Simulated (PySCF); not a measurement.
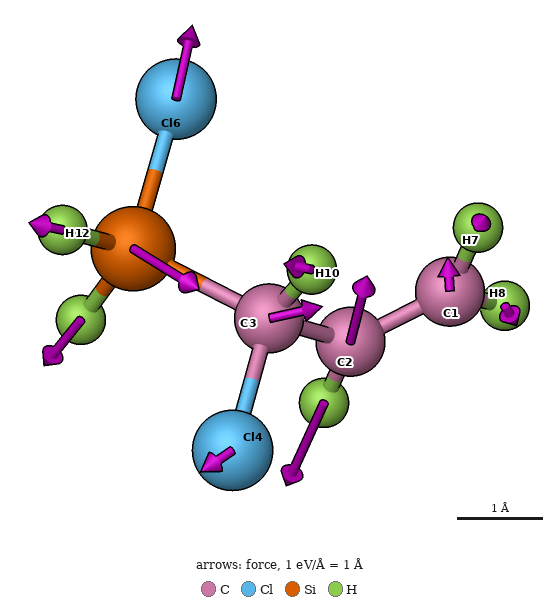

Starting geometry of C3H6Cl2Si with the computed forces as purple arrows. The picture is a ball-and-stick view, seen at a tilt.

The start comes from GFN2-xTB. Its atoms were then displaced at random by about 0.01 Å.

Method: PBE0-D3(BJ)/def2-SVP geometry optimisation, gas phase (PySCF 2.14.0, density-fitted response routines). 

Q: What follows when this structure is relaxed?

A: It isn't relaxed: the largest force vector, on an H atom, is 1.51 eV/Å. The final displacements follow the starting forces only in part (cosine between the two patterns 0.50). Over 5 geometry steps the energy falls by 3.12 kcal/mol. A Cl atom moves most after the best rigid fit: 0.12 Å. Largest moves by element: Cl 0.12 Å, H 0.06 Å, Si 0.05 Å, C 0.05 Å. Some distances before and after: Cl–Si 2.020 → 2.071 Å, H–Si 1.439 → 1.486 Å, C–H 1.058 → 1.096 Å, H–Si 1.460 → 1.486 Å. Among the angles between lasting bonds that change: Cl–C–Si 108.0° → 103.3°, C–C–Cl 108.0° → 111.4°, Si–C–H 112.8° → 109.8°.
